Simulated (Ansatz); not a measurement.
Geometry relaxation of CH$_{7}$B$_{2}$NOSi (part 2 of 3)

Continued. System: CH$_{7}$B$_{2}$NOSi. Method: RKS PBE0-D4/def2-TZVP (Ansatz 0.2.0). The geometry: PBE-D4/def2-SVP start.

Geometry of the input (Å):
```
B  -0.4247  -0.7056  -2.3284
B  0.1473  0.2696  -1.0590
O  0.8543  1.4961  -1.0898
C  0.8453  1.4471  0.3427
N  0.1151  0.1817  0.3903
Si -0.4747  -0.8475  1.6819
H  -0.1399  -0.4751  -3.4910
H  -1.1378  -1.6727  -2.1182
H  1.8782  1.4046  0.7586
H  0.2995  2.3118  0.7863
H  -1.1634  -2.0065  1.0273
H  -1.4375  -0.1014  2.5684
H  0.6587  -1.3366  2.5455
```

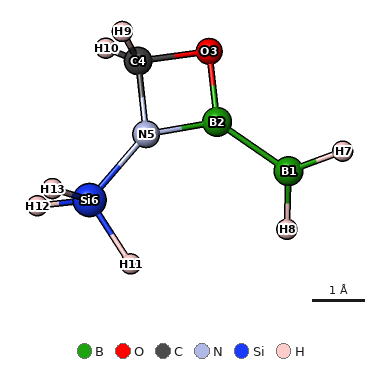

Figure 1. The geometry at step 12 of the log (ball-and-stick view, seen on its broad side; atoms are numbered from 1 in the order of the input).

## Trajectory as extended XYZ, continued
```
13
Properties=species:S:1:pos:R:3:forces:R:3 step=3 energy=-13910.85710
B    -0.4224   -0.7025   -2.3126   -0.0088   0.0012   0.0002
B     0.1443    0.2643   -1.0426    0.0368   0.0486   0.0179
O     0.8430    1.4797   -1.0741   -0.0171  -0.0168  -0.0028
C     0.8367    1.4341    0.3496    0.0044   0.0010  -0.0321
N     0.1123    0.1742    0.3882   -0.0387  -0.0654   0.0396
Si   -0.4662   -0.8353    1.6613    0.0173   0.0324  -0.0341
H    -0.1342   -0.4781   -3.4511    0.0095  -0.0001  -0.0127
H    -1.1308   -1.6457   -2.1083   -0.0069  -0.0055  -0.0004
H     1.8528    1.3865    0.7533    0.0147  -0.0017   0.0064
H     0.2933    2.2813    0.7794   -0.0108   0.0103   0.0072
H    -1.1493   -1.9838    1.0224   -0.0040  -0.0077   0.0007
H    -1.4138   -0.0946    2.5361   -0.0067   0.0069   0.0055
H     0.6546   -1.3146    2.5131    0.0101  -0.0032   0.0047
13
Properties=species:S:1:pos:R:3:forces:R:3 step=4 energy=-13910.85729
B    -0.4234   -0.7011   -2.3138    0.0129  -0.0106   0.0001
B     0.1444    0.2641   -1.0422   -0.0011   0.0254  -0.0001
O     0.8407    1.4798   -1.0738    0.0003  -0.0077   0.0006
C     0.8360    1.4331    0.3496    0.0006   0.0125  -0.0068
N     0.1116    0.1727    0.3886   -0.0068  -0.0285  -0.0025
Si   -0.4655   -0.8348    1.6616    0.0028   0.0040   0.0022
H    -0.1285   -0.4798   -3.4517    0.0007   0.0019  -0.0021
H    -1.1342   -1.6432   -2.1110   -0.0096   0.0036  -0.0020
H     1.8528    1.3856    0.7526    0.0020  -0.0004   0.0007
H     0.2920    2.2798    0.7807   -0.0016   0.0016   0.0029
H    -1.1493   -1.9846    1.0250   -0.0017  -0.0032   0.0023
H    -1.4128   -0.0927    2.5363   -0.0003   0.0015   0.0023
H     0.6566   -1.3136    2.5129    0.0019  -0.0003   0.0023
13
Properties=species:S:1:pos:R:3:forces:R:3 step=5 energy=-13910.85736
B    -0.4256   -0.7006   -2.3127    0.0224   0.0104   0.0342
B     0.1418    0.2651   -1.0410    0.0005   0.0204  -0.0087
O     0.8320    1.4840   -1.0743    0.0072  -0.0023   0.0060
C     0.8368    1.4339    0.3491    0.0049   0.0052  -0.0072
N     0.1193    0.1698    0.3897   -0.0387  -0.0233  -0.0101
Si   -0.4647   -0.8357    1.6610    0.0244   0.0031   0.0104
H    -0.1098   -0.4953   -3.4463    0.0132   0.0102  -0.0382
H    -1.1554   -1.6268   -2.1135   -0.0335  -0.0242   0.0059
H     1.8563    1.3888    0.7452    0.0092   0.0058  -0.0006
H     0.2929    2.2772    0.7865   -0.0075   0.0029   0.0045
H    -1.1413   -1.9883    1.0223   -0.0049  -0.0055   0.0001
H    -1.4187   -0.0979    2.5329    0.0047   0.0043  -0.0088
H     0.6568   -1.3088    2.5158   -0.0019  -0.0072   0.0126
13
Properties=species:S:1:pos:R:3:forces:R:3 step=6 energy=-13910.85746
B    -0.4218   -0.7028   -2.3145   -0.0624   0.0612   0.0181
B     0.1417    0.2634   -1.0399   -0.0062  -0.0718  -0.0308
O     0.8219    1.4860   -1.0746    0.0221   0.0208   0.0174
C     0.8343    1.4330    0.3484    0.0066   0.0154   0.0441
N     0.1260    0.1625    0.3911   -0.0073   0.0573  -0.0922
Si   -0.4594   -0.8373    1.6625    0.0037  -0.0372   0.0772
H    -0.0773   -0.5133   -3.4441    0.0278  -0.0225  -0.0012
H    -1.1991   -1.5944   -2.1261    0.0192  -0.0106  -0.0004
H     1.8569    1.3937    0.7392   -0.0153   0.0118  -0.0133
H     0.2861    2.2716    0.7914    0.0083  -0.0177  -0.0060
H    -1.1309   -1.9963    1.0287    0.0024   0.0030   0.0011
H    -1.4200   -0.0987    2.5287    0.0192  -0.0048  -0.0200
H     0.6621   -1.3021    2.5238   -0.0180  -0.0050   0.0059
13
Properties=species:S:1:pos:R:3:forces:R:3 step=7 energy=-13910.85829
B    -0.4298   -0.6970   -2.3159   -0.0362  -0.0213  -0.0001
B     0.1349    0.2671   -1.0398   -0.0115  -0.0711  -0.0291
O     0.8089    1.4930   -1.0751    0.0055   0.0250   0.0303
C     0.8329    1.4344    0.3478    0.0317  -0.0049   0.0529
N     0.1345    0.1577    0.3913   -0.0284   0.0730  -0.1076
Si   -0.4536   -0.8409    1.6630    0.0076  -0.0250   0.0782
H    -0.0308   -0.5473   -3.4366   -0.0191  -0.0252   0.0561
H    -1.2437   -1.5617   -2.1349    0.0561   0.0643  -0.0271
H     1.8594    1.3998    0.7292   -0.0224   0.0187  -0.0150
H     0.2831    2.2674    0.8000    0.0070  -0.0267  -0.0119
H    -1.1198   -2.0037    1.0300    0.0064   0.0047  -0.0008
H    -1.4206   -0.1039    2.5242    0.0229  -0.0052  -0.0258
H     0.6651   -1.2994    2.5314   -0.0196  -0.0062  -0.0002
13
Properties=species:S:1:pos:R:3:forces:R:3 step=8 energy=-13910.85900
B    -0.4324   -0.6955   -2.3150   -0.0121  -0.0344  -0.0218
B     0.1329    0.2682   -1.0400   -0.0107  -0.0327  -0.0177
O     0.8025    1.4972   -1.0748    0.0085   0.0097   0.0228
C     0.8324    1.4355    0.3479    0.0152  -0.0104   0.0282
N     0.1370    0.1574    0.3908   -0.0338   0.0352  -0.0692
Si   -0.4512   -0.8425    1.6631    0.0186  -0.0065   0.0435
H    -0.0115   -0.5660   -3.4310   -0.0320  -0.0224   0.0713
H    -1.2634   -1.5446   -2.1384    0.0484   0.0654  -0.0275
H     1.8601    1.4031    0.7247   -0.0076   0.0154  -0.0089
H     0.2823    2.2655    0.8040   -0.0013  -0.0122  -0.0032
H    -1.1136   -2.0061    1.0284    0.0013  -0.0001  -0.0026
H    -1.4203   -0.1066    2.5215    0.0155  -0.0008  -0.0185
H     0.6656   -1.3001    2.5335   -0.0100  -0.0063   0.0036
13
Properties=species:S:1:pos:R:3:forces:R:3 step=9 energy=-13910.86030
B    -0.4369   -0.6934   -2.3128    0.0167  -0.0595  -0.1212
B     0.1290    0.2700   -1.0406    0.0054   0.0433   0.0071
O     0.7887    1.5061   -1.0737    0.0049  -0.0208  -0.0004
C     0.8286    1.4382    0.3489   -0.0181  -0.0186  -0.0280
N     0.1415    0.1563    0.3891   -0.0311  -0.0437   0.0199
Si   -0.4423   -0.8474    1.6634    0.0290   0.0287  -0.0321
H     0.0433   -0.6208   -3.4144   -0.0792  -0.0273   0.1544
H    -1.3234   -1.4892   -2.1527    0.0672   0.0811  -0.0341
H     1.8586    1.4133    0.7167    0.0228   0.0056   0.0075
H     0.2752    2.2606    0.8121   -0.0164   0.0201   0.0154
H    -1.0974   -2.0129    1.0260   -0.0090  -0.0103  -0.0042
H    -1.4151   -0.1123    2.5154   -0.0048   0.0059   0.0061
H     0.6706   -1.3031    2.5375    0.0126  -0.0046   0.0096
13
Properties=species:S:1:pos:R:3:forces:R:3 step=10 energy=-13910.86160
B    -0.4386   -0.6921   -2.3122    0.0070  -0.0697  -0.1126
B     0.1267    0.2715   -1.0405    0.0205   0.0445   0.0028
O     0.7837    1.5092   -1.0736   -0.0105  -0.0200   0.0030
C     0.8255    1.4402    0.3492   -0.0015  -0.0176  -0.0291
N     0.1441    0.1553    0.3889   -0.0462  -0.0437   0.0221
Si   -0.4376   -0.8500    1.6626    0.0303   0.0309  -0.0304
H     0.0736   -0.6564   -3.4009   -0.0807  -0.0211   0.1481
H    -1.3574   -1.4536   -2.1642    0.0771   0.0848  -0.0352
H     1.8564    1.4193    0.7150    0.0197   0.0076   0.0076
H     0.2694    2.2596    0.8145   -0.0149   0.0159   0.0123
H    -1.0906   -2.0164    1.0244   -0.0074  -0.0098  -0.0032
H    -1.4117   -0.1178    2.5158   -0.0041   0.0052   0.0046
H     0.6769   -1.3035    2.5358    0.0107  -0.0072   0.0101
13
Properties=species:S:1:pos:R:3:forces:R:3 step=11 energy=-13910.86277
B    -0.4368   -0.6938   -2.3106   -0.1391  -0.1048  -0.1746
B     0.1250    0.2725   -1.0402    0.0052   0.0154   0.0053
O     0.7660    1.5180   -1.0735    0.0037  -0.0325   0.0029
C     0.8162    1.4450    0.3492   -0.0136   0.0263   0.0037
N     0.1470    0.1534    0.3890   -0.0118  -0.0318  -0.0011
Si   -0.4239   -0.8563    1.6621    0.0141   0.0132   0.0008
H     0.1526   -0.7525   -3.3631   -0.1325  -0.0347   0.2260
H    -1.4494   -1.3501   -2.2045    0.2698   0.1582  -0.0558
H     1.8503    1.4354    0.7093   -0.0094   0.0019  -0.0052
H     0.2529    2.2573    0.8208    0.0057  -0.0041   0.0002
H    -1.0741   -2.0254    1.0239    0.0017  -0.0025  -0.0010
H    -1.4007   -0.1316    2.5199    0.0069  -0.0001  -0.0021
H     0.6954   -1.3066    2.5324   -0.0008  -0.0046   0.0009
13
Properties=species:S:1:pos:R:3:forces:R:3 step=12 energy=-13910.86335
B    -0.4510   -0.6760   -2.3152    0.0724  -0.3007  -0.0693
B     0.1170    0.2821   -1.0417   -0.0172   0.0813  -0.0504
O     0.7654    1.5237   -1.0720   -0.0298  -0.0048   0.0107
C     0.8125    1.4487    0.3506    0.0433   0.0008  -0.0007
N     0.1440    0.1564    0.3869   -0.0349  -0.0359  -0.0011
Si   -0.4189   -0.8596    1.6585    0.0044   0.0182  -0.0015
H     0.1810   -0.8080   -3.3356   -0.1684   0.0673   0.1816
H    -1.4654   -1.3221   -2.2161    0.1333   0.1796  -0.0681
H     1.8461    1.4380    0.7115   -0.0046   0.0068   0.0034
H     0.2492    2.2602    0.8233   -0.0036  -0.0072  -0.0032
H    -1.0707   -2.0272    1.0189    0.0004  -0.0011  -0.0012
H    -1.3918   -0.1373    2.5222    0.0020  -0.0037   0.0044
H     0.7031   -1.3135    2.5236    0.0026  -0.0007  -0.0045
13
Properties=species:S:1:pos:R:3:forces:R:3 step=13 energy=-13910.87488
B    -0.4444   -0.6916   -2.2995    0.0207   0.0335  -0.0079
B     0.1089    0.2888   -1.0415   -0.0190  -0.0397   0.0207
O     0.7387    1.5379   -1.0733   -0.0045   0.0253  -0.0426
C     0.7977    1.4609    0.3481   -0.0092  -0.0044   0.0650
N     0.1409    0.1612    0.3868    0.0121   0.0190   0.0050
Si   -0.4014   -0.8679    1.6540   -0.0044   0.0005  -0.0083
H     0.2537   -0.9622   -3.2313    0.0232  -0.0275  -0.0269
H    -1.5431   -1.1643   -2.2996   -0.0359   0.0024  -0.0019
H     1.8334    1.4594    0.7019    0.0113   0.0050  -0.0018
H     0.2297    2.2645    0.8292    0.0026  -0.0020  -0.0176
H    -1.0580   -2.0260    1.0005   -0.0007  -0.0059   0.0147
H    -1.3659   -0.1609    2.5397    0.0013  -0.0034   0.0033
H     0.7301   -1.3343    2.4997    0.0026  -0.0029  -0.0019
13
Properties=species:S:1:pos:R:3:forces:R:3 step=14 energy=-13910.88059
B    -0.4437   -0.6804   -2.3164    0.0229  -0.0231   0.0388
B     0.1039    0.2808   -1.0407   -0.0041   0.0062  -0.0251
O     0.7189    1.5378   -1.0735   -0.0067  -0.0206   0.0105
C     0.7812    1.4599    0.3500    0.0017   0.0321  -0.0211
N     0.1397    0.1526    0.3883   -0.0038  -0.0211  -0.0082
Si   -0.3837   -0.8736    1.6660    0.0016  -0.0107  -0.0142
H     0.2966   -1.0814   -3.1666    0.0227   0.0021  -0.0028
H    -1.5873   -1.0170   -2.4117   -0.0451   0.0172  -0.0087
H     1.8185    1.4716    0.6996   -0.0073   0.0023   0.0145
H     0.2030    2.2582    0.8265    0.0091  -0.0004   0.0141
H    -1.0445   -2.0425    1.0350    0.0031   0.0070  -0.0069
H    -1.3417   -0.1670    2.5586    0.0044   0.0020   0.0068
H     0.7595   -1.3337    2.4996    0.0015   0.0072   0.0022
13
Properties=species:S:1:pos:R:3:forces:R:3 step=15 energy=-13910.87375 accepted=F
B    -0.4430   -0.6760   -2.3265   -0.2353  -0.2154  -0.2482
B     0.0985    0.2732   -1.0398   -0.0009   0.0249  -0.0101
O     0.6997    1.5372   -1.0744   -0.0129  -0.0434   0.0448
C     0.7644    1.4602    0.3510    0.0139   0.0352  -0.0811
N     0.1387    0.1449    0.3895   -0.0111  -0.0262  -0.0107
Si   -0.3655   -0.8803    1.6758    0.0046  -0.0150  -0.0172
H     0.3386   -1.2026   -3.0933   -0.2998   0.1478   0.2364
H    -1.6335   -0.8656   -2.5258    0.5400   0.0654   0.0448
H     1.8024    1.4848    0.6986   -0.0199  -0.0001   0.0241
H     0.1764    2.2529    0.8244    0.0115   0.0012   0.0242
H    -1.0297   -2.0558    1.0596    0.0082   0.0150  -0.0119
H    -1.3158   -0.1747    2.5774    0.0028   0.0024   0.0052
H     0.7892   -1.3327    2.4981   -0.0011   0.0082  -0.0004
13
Properties=species:S:1:pos:R:3:forces:R:3 step=16 energy=-13910.87965 accepted=F
B    -0.4471   -0.6929   -2.3016   -0.0312   0.0996  -0.1054
B     0.0974    0.2838   -1.0426    0.0489  -0.0601   0.0619
O     0.7144    1.5391   -1.0764   -0.0307   0.0725   0.0189
C     0.7725    1.4662    0.3478    0.0364  -0.0875   0.0379
N     0.1388    0.1532    0.3844   -0.0304   0.0583   0.0486
Si   -0.3757   -0.8832    1.6563    0.0181   0.1038   0.0210
H     0.3144   -1.1530   -3.1028   -0.0191  -0.0570   0.0151
H    -1.6091   -0.9447   -2.4518    0.0330  -0.0296   0.0019
H     1.8060    1.4787    0.7081    0.0217   0.0150  -0.0333
H     0.1933    2.2603    0.8308   -0.0226   0.0024  -0.0516
H    -1.0394   -2.0360    0.9997    0.0089  -0.0263   0.0528
H    -1.3164   -0.1782    2.5699   -0.0413  -0.0257  -0.0310
H     0.7712   -1.3279    2.4929    0.0085  -0.0655  -0.0367
13
Properties=species:S:1:pos:R:3:forces:R:3 step=17 energy=-13910.88212
B    -0.4442   -0.6807   -2.3164    0.0163  -0.0133   0.0277
B     0.1022    0.2802   -1.0409   -0.0007   0.0061  -0.0181
O     0.7142    1.5387   -1.0740   -0.0062  -0.0149   0.0154
C     0.7770    1.4612    0.3498    0.0033   0.0198  -0.0211
N     0.1392    0.1518    0.3879   -0.0045  -0.0129   0.0019
Si   -0.3792   -0.8759    1.6663    0.0042  -0.0015  -0.0125
H     0.3049   -1.1170   -3.1413    0.0143  -0.0038   0.0002
H    -1.5968   -0.9773   -2.4385   -0.0318   0.0133  -0.0104
H     1.8140    1.4755    0.7002   -0.0053   0.0022   0.0091
H     0.1971    2.2580    0.8268    0.0050   0.0009   0.0083
H    -1.0401   -2.0442    1.0346    0.0020   0.0027  -0.0031
H    -1.3348   -0.1710    2.5630    0.0019  -0.0007   0.0028
H     0.7668   -1.3339    2.4971    0.0015   0.0022   0.0000
13
Properties=species:S:1:pos:R:3:forces:R:3 step=18 energy=-13910.88403
B    -0.4455   -0.6814   -2.3157   -0.0440  -0.0453  -0.0656
B     0.0988    0.2793   -1.0409    0.0030   0.0074  -0.0011
O     0.7049    1.5406   -1.0748   -0.0043  -0.0049   0.0187
C     0.7691    1.4644    0.3494    0.0038  -0.0028  -0.0189
N     0.1381    0.1509    0.3875   -0.0027   0.0036   0.0192
Si   -0.3700   -0.8801    1.6668    0.0051   0.0080  -0.0089
H     0.3203   -1.1885   -3.0902   -0.0783   0.0238   0.0642
H    -1.6151   -0.8983   -2.4927    0.1198   0.0182  -0.0015
H     1.8056    1.4835    0.7012   -0.0023   0.0007   0.0000
H     0.1859    2.2582    0.8273   -0.0020   0.0024  -0.0023
H    -1.0307   -2.0481    1.0343    0.0005  -0.0036   0.0011
H    -1.3225   -0.1798    2.5708    0.0004  -0.0044  -0.0023
H     0.7814   -1.3353    2.4918    0.0009  -0.0028  -0.0025
13
Properties=species:S:1:pos:R:3:forces:R:3 step=19 energy=-13910.88492
B    -0.4471   -0.6808   -2.3145   -0.0375  -0.0498  -0.0610
B     0.0968    0.2814   -1.0411    0.0124   0.0033  -0.0022
O     0.7029    1.5426   -1.0747   -0.0117   0.0074   0.0153
C     0.7663    1.4668    0.3494    0.0122  -0.0152  -0.0090
N     0.1375    0.1520    0.3870   -0.0095   0.0079   0.0223
Si   -0.3664   -0.8827    1.6648    0.0060   0.0202  -0.0032
H     0.3207   -1.2210   -3.0643   -0.0791   0.0296   0.0584
H    -1.6178   -0.8690   -2.5129    0.1131   0.0154  -0.0022
H     1.8022    1.4870    0.7026    0.0006   0.0012  -0.0027
H     0.1821    2.2597    0.8278   -0.0050   0.0019  -0.0098
H    -1.0263   -2.0496    1.0296    0.0012  -0.0057   0.0050
H    -1.3174   -0.1852    2.5727   -0.0047  -0.0076  -0.0042
H     0.7868   -1.3360    2.4884    0.0019  -0.0086  -0.0068
13
Properties=species:S:1:pos:R:3:forces:R:3 step=20 energy=-13910.88503
B    -0.4491   -0.6897   -2.3064   -0.0676   0.0805  -0.1973
B     0.0937    0.2806   -1.0388   -0.0102  -0.0534   0.0450
O     0.6926    1.5450   -1.0751    0.0007   0.0004  -0.0234
C     0.7590    1.4718    0.3486   -0.0129  -0.0082   0.0173
N     0.1345    0.1548    0.3896    0.0083   0.0118   0.0277
Si   -0.3566   -0.8864    1.6665    0.0068   0.0120  -0.0070
H     0.3167   -1.2963   -3.0073   -0.0940   0.0044   0.0981
H    -1.6188   -0.7803   -2.5815    0.1697  -0.0345   0.0582
H     1.7950    1.4966    0.7016    0.0018  -0.0043  -0.0052
H     0.1724    2.2639    0.8255   -0.0012   0.0031  -0.0115
H    -1.0116   -2.0556    1.0300   -0.0016  -0.0050   0.0006
H    -1.3100   -0.2001    2.5802    0.0003  -0.0066  -0.0005
H     0.8028   -1.3389    2.4818    0.0000  -0.0003  -0.0021
```
